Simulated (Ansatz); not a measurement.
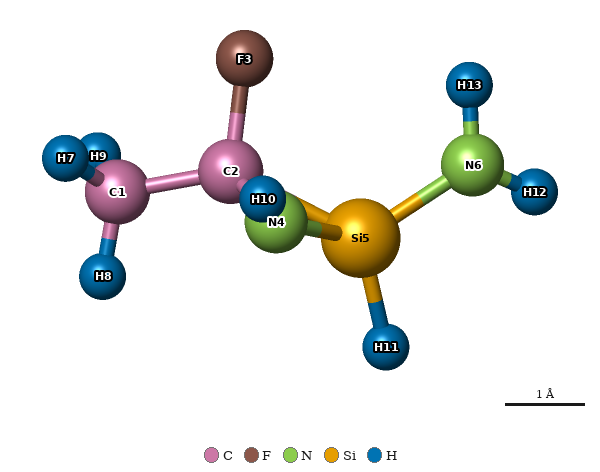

Fig. 1: The structure as given in the input (ball-and-stick view, seen on its broad side; atoms are numbered from 1 in the order of the input).

## C$_{2}$H$_{7}$FN$_{2}$Si: nudged elastic band (part 1 of 2)

C$_{2}$H$_{7}$FN$_{2}$Si, computed with RKS BLYP-D4/6-31G* (Ansatz 0.2.0).

It belongs to a series of runs on one base structure; here: band between the two ends. Figures and captions count atoms from 1; the log counts them from 0 in places.

### Input file
```yaml
crystal:
  periodic: [false, false, false]
  atoms:
    - { symbol: C, position_ang: [0.534463, -1.828588, 0.850055] }
    - { symbol: C, position_ang: [0.392525, -0.412463, 0.330757] }
    - { symbol: F, position_ang: [1.072545, 0.454513, 1.277696] }
    - { symbol: "N", position_ang: [0.739944, -0.115281, -1.050341] }
    - { symbol: Si, position_ang: [-0.797815, 0.587412, -0.72209] }
    - { symbol: "N", position_ang: [-1.021184, 2.26688, -0.40603] }
    - { symbol: H, position_ang: [1.602567, -2.115563, 0.885177] }
    - { symbol: H, position_ang: [0.004349, -2.534057, 0.192237] }
    - { symbol: H, position_ang: [0.123789, -1.913349, 1.868844] }
    - { symbol: H, position_ang: [1.698926, -0.026932, -1.399059] }
    - { symbol: H, position_ang: [-1.960994, 0.13536, -1.538982] }
    - { symbol: H, position_ang: [-1.914314, 2.728301, -0.57196] }
    - { symbol: H, position_ang: [-0.454401, 2.738965, 0.298596] }
basis:
  gaussian: { orbitals: "6-31G*" }
hamiltonian:
  xc: blyp
  dispersion: d4
neb:
  order_check: false
  images: 6
  f_tol: 0.05
  max_iterations: 60
  climbing: false
  final_atoms:
    - { symbol: C, position_ang: [0.54574708, -1.80691792, 0.85555352] }
    - { symbol: C, position_ang: [0.38839047, -0.40289871, 0.3084178] }
    - { symbol: F, position_ang: [1.0777008, 0.489042, 1.22507585] }
    - { symbol: "N", position_ang: [0.70620791, -0.13471606, -1.08540107] }
    - { symbol: Si, position_ang: [-0.84253597, 0.55926225, -0.71963624] }
    - { symbol: "N", position_ang: [-1.17367003, 2.17131278, -0.19801833] }
    - { symbol: H, position_ang: [1.61616545, -2.0848626, 0.88215768] }
    - { symbol: H, position_ang: [0.01220728, -2.52833723, 0.21846008] }
    - { symbol: H, position_ang: [0.14768815, -1.87268852, 1.88067141] }
    - { symbol: H, position_ang: [1.66324104, 0.00440853, -1.42429954] }
    - { symbol: H, position_ang: [-1.97869802, 0.10946087, -1.5697269] }
    - { symbol: H, position_ang: [-1.62492954, 2.85254327, -0.80855728] }
    - { symbol: H, position_ang: [-0.51711463, 2.60958936, 0.45020303] }
  initial_path:
    images:
      - { positions_ang: [[0.534463, -1.828588, 0.850055], [0.392525, -0.412463, 0.330757], [1.072545, 0.454513, 1.277696], [0.739944, -0.115281, -1.050341], [-0.797815, 0.587412, -0.72209], [-1.021184, 2.26688, -0.40603], [1.602567, -2.115563, 0.885177], [0.004349, -2.534057, 0.192237], [0.123789, -1.913349, 1.868844], [1.698926, -0.026932, -1.399059], [-1.960994, 0.13536, -1.538982], [-1.914314, 2.728301, -0.57196], [-0.454401, 2.738965, 0.298596]] }
      - { positions_ang: [[0.52903848, -1.84499609, 0.81989192], [0.43119809, -0.40480126, 0.36517034], [1.12505241, 0.43164745, 1.29152507], [0.70612113, -0.05787661, -1.01166558], [-0.84437162, 0.54922941, -0.59750725], [-0.97368948, 2.23080907, -0.43914714], [1.57502458, -2.15387977, 0.85875293], [-0.00918964, -2.49378225, 0.12829803], [0.08563248, -1.93948298, 1.8340363], [1.51353096, 0.25336114, -1.27625483], [-1.94934725, 0.03856769, -1.4312358], [-1.82308967, 2.66670138, -0.71424177], [-0.34551047, 2.68970082, 0.18727778]] }
      - { positions_ang: [[0.52361397, -1.86140418, 0.78972884], [0.46987118, -0.39713953, 0.39958368], [1.17755981, 0.4087819, 1.30535414], [0.67229827, -0.00047222, -0.97299015], [-0.89092824, 0.51104682, -0.4729245], [-0.92619496, 2.19473814, -0.47226428], [1.54748217, -2.19219654, 0.83232886], [-0.02272827, -2.45350749, 0.06435906], [0.04747596, -1.96561696, 1.79922859], [1.32813591, 0.53365428, -1.15345065], [-1.9377005, -0.05822463, -1.32348959], [-1.73186535, 2.60510175, -0.85652355], [-0.23661995, 2.64043665, 0.07595956]] }
      - { positions_ang: [[0.51818945, -1.87781226, 0.75956576], [0.50854427, -0.38947779, 0.43399702], [1.23006722, 0.38591635, 1.31918321], [0.6384754, 0.05693217, -0.93431473], [-0.93748486, 0.47286422, -0.34834176], [-0.87870043, 2.15866721, -0.50538142], [1.51993975, -2.2305133, 0.80590479], [-0.03626691, -2.41323274, 0.00042009], [0.00931944, -1.99175094, 1.76442089], [1.14274087, 0.81394743, -1.03064648], [-1.92605374, -0.15501694, -1.21574339], [-1.64064102, 2.54350213, -0.99880532], [-0.12772942, 2.59117247, -0.03535866]] }
      - { positions_ang: [[0.51980146, -1.87471654, 0.76035126], [0.50795362, -0.38811147, 0.4308057], [1.23080376, 0.39084906, 1.31166604], [0.63365596, 0.05415573, -0.93932331], [-0.94387357, 0.46884283, -0.34799122], [-0.90048415, 2.14501475, -0.47566547], [1.52188239, -2.22612753, 0.80547346], [-0.0351443, -2.41241563, 0.00416624], [0.0127336, -1.9859423, 1.76611052], [1.13764301, 0.81842464, -1.03425227], [-1.92858289, -0.15871681, -1.22013552], [-1.59930039, 2.56125102, -1.03260493], [-0.13668851, 2.57269024, -0.01370051]] }
      - { positions_ang: [[0.52845, -1.852117, 0.79208535], [0.46809924, -0.39304055, 0.39000974], [1.17976944, 0.42358004, 1.28280264], [0.65783994, -0.00880153, -0.9880159], [-0.91009437, 0.49898264, -0.47187289], [-0.99154611, 2.15378076, -0.38311642], [1.55331008, -2.17903922, 0.83103486], [-0.01936044, -2.45105616, 0.07559752], [0.05771845, -1.94819104, 1.80429748], [1.31284236, 0.54708594, -1.16426803], [-1.94528793, -0.06932425, -1.33666598], [-1.60784344, 2.65834844, -0.95792238], [-0.26349721, 2.58498995, 0.140934]] }
      - { positions_ang: [[0.53709854, -1.82951746, 0.82381943], [0.42824485, -0.39796963, 0.34921377], [1.12873512, 0.45631102, 1.25393925], [0.68202393, -0.0717588, -1.03670848], [-0.87631517, 0.52912244, -0.59575456], [-1.08260807, 2.16254677, -0.29056738], [1.58473776, -2.13195091, 0.85659627], [-0.00357658, -2.4896967, 0.1470288], [0.1027033, -1.91043978, 1.84248444], [1.4880417, 0.27574723, -1.29428378], [-1.96199297, 0.02006831, -1.45319644], [-1.61638649, 2.75544585, -0.88323983], [-0.39030592, 2.59728965, 0.29556851]] }
      - { positions_ang: [[0.54574708, -1.80691792, 0.85555352], [0.38839047, -0.40289871, 0.3084178], [1.0777008, 0.489042, 1.22507585], [0.70620791, -0.13471606, -1.08540107], [-0.84253597, 0.55926225, -0.71963624], [-1.17367003, 2.17131278, -0.19801833], [1.61616545, -2.0848626, 0.88215768], [0.01220728, -2.52833723, 0.21846008], [0.14768815, -1.87268852, 1.88067141], [1.66324104, 0.00440853, -1.42429954], [-1.97869802, 0.10946087, -1.5697269], [-1.62492954, 2.85254327, -0.80855728], [-0.51711463, 2.60958936, 0.45020303]] }
```

Machine: 2 threads of Intel Xeon @ 2.50GHz (Skylake/Cascade Lake), 128 GiB of memory available, shared host.

Command:
```bash
ansatz run input.yaml --threads 2 --pin off --max-ram 3072MiB --backend cpu --events-out ev --progress --plain --runs-dir out
```

### Log
```
Engine: ansatz 0.2.0, x86_64-unknown-linux-gnu
Functional definition: BLYP
  parameter beta = 0.0042
  parameter a = 0.04918
  parameter b = 0.132
  parameter c = 0.2533
  parameter d = 0.349
  exchange = b88_x(beta = beta)
  correlation = lyp_c(a = a, b = b, c = c, d = d)
1332 factors; their error is unknown
mean field evaluation 1: about -15741.3983 eV, gradient 9.3e1 eV
mean field evaluation 2: about -15693.9088 eV, gradient 1.6e2 eV
mean field evaluation 4: about -15758.7549 eV, gradient 1.5e1 eV
mean field evaluation 8: about -15759.2146 eV, gradient 1.9e-1 eV
mean field evaluation 16: about -15759.1147 eV, gradient 4.2e-3 eV
mean field -15759.11472829 eV, -579.1367843530 hartree, gradient 3.2e-5 eV, S^2 0.000000; 0 other end points of the search recorded, 0 dependent functions left out
the calculation of the forces begins
reference -15759.11504007 eV, -579.1367958108 hartree; 28, 28 occupied and 80, 80 virtual orbitals, 1332 factors
1332 factors; their error is unknown
mean field evaluation 32: about -15759.1196 eV, gradient 3.7e-1 eV
mean field -15759.11988128 eV, -579.1369737220 hartree, gradient 3.7e-5 eV, S^2 0.000000; 0 other end points of the search recorded, 0 dependent functions left out
[... from here on the field's lines of each further geometry are left out, up to the last ...]
NEB iter   1: max|band force component| = 8.485e0 eV/Å  barrier→ = 1.6097 eV  barrier← = 1.6172 eV  Δτ_max = 0.1980 Å  (253 SCF iters)
NEB iter   2: max|band force component| = 1.319e0 eV/Å  barrier→ = 0.5599 eV  barrier← = 0.5674 eV  Δτ_max = 0.1996 Å  (198 SCF iters)
NEB iter   3: max|band force component| = 6.695e-1 eV/Å  barrier→ = 0.2546 eV  barrier← = 0.2621 eV  Δτ_max = 0.2000 Å  (198 SCF iters)
NEB iter   4: max|band force component| = 7.098e-1 eV/Å  barrier→ = 0.1987 eV  barrier← = 0.2063 eV  Δτ_max = 0.0992 Å  (180 SCF iters)
NEB iter   5: max|band force component| = 4.330e-1 eV/Å  barrier→ = 0.1326 eV  barrier← = 0.1401 eV  Δτ_max = 0.1005 Å  (184 SCF iters)
NEB iter   6: max|band force component| = 4.029e-1 eV/Å  barrier→ = 0.0738 eV  barrier← = 0.0813 eV  Δτ_max = 0.0996 Å  (184 SCF iters)
NEB iter   7: max|band force component| = 3.032e-1 eV/Å  barrier→ = 0.0456 eV  barrier← = 0.0531 eV  Δτ_max = 0.0908 Å  (184 SCF iters)
NEB iter   8: max|band force component| = 2.679e-1 eV/Å  barrier→ = 0.0286 eV  barrier← = 0.0361 eV  Δτ_max = 0.0731 Å  (187 SCF iters)
NEB iter   9: max|band force component| = 3.250e-1 eV/Å  barrier→ = 0.0131 eV  barrier← = 0.0206 eV  Δτ_max = 0.1671 Å  (187 SCF iters)
NEB iter  10: max|band force component| = 2.492e-1 eV/Å  barrier→ = 0.0049 eV  barrier← = 0.0124 eV  Δτ_max = 0.2000 Å  (187 SCF iters)
NEB iter  11: max|band force component| = 6.063e-1 eV/Å  barrier→ = 0.0402 eV  barrier← = 0.0477 eV  Δτ_max = 0.0992 Å  (186 SCF iters)
NEB iter  12: max|band force component| = 3.403e-1 eV/Å  barrier→ = 0.0173 eV  barrier← = 0.0248 eV  Δτ_max = 0.0985 Å  (184 SCF iters)
NEB iter  13: max|band force component| = 5.946e-1 eV/Å  barrier→ = 0.0198 eV  barrier← = 0.0273 eV  Δτ_max = 0.0502 Å  (183 SCF iters)
NEB iter  14: max|band force component| = 2.746e-1 eV/Å  barrier→ = 0.0039 eV  barrier← = 0.0115 eV  Δτ_max = 0.0586 Å  (189 SCF iters)
NEB iter  15: max|band force component| = 1.945e-1 eV/Å  barrier→ = 0.0029 eV  barrier← = 0.0104 eV  Δτ_max = 0.0372 Å  (188 SCF iters)
NEB iter  16: max|band force component| = 6.477e-2 eV/Å  barrier→ = 0.0012 eV  barrier← = 0.0087 eV  Δτ_max = 0.0082 Å  (193 SCF iters)
the calculation of the forces begins
reference -15759.12047604 eV, -579.1369955790 hartree; 28, 28 occupied and 80, 80 virtual orbitals, 1332 factors
1332 factors; their error is unknown
mean field -15759.11295042 eV, -579.1367190176 hartree, gradient 4.3e-5 eV, S^2 0.000000; 1 other end points of the search recorded, 0 dependent functions left out
the calculation of the forces begins
reference -15759.11326366 eV, -579.1367305287 hartree; 28, 28 occupied and 80, 80 virtual orbitals, 1332 factors
NEB iter  17: max|band force component| = 2.400e-2 eV/Å  barrier→ = 0.0010 eV  barrier← = 0.0085 eV  Δτ_max = 0.0000 Å  (392 SCF iters)
```
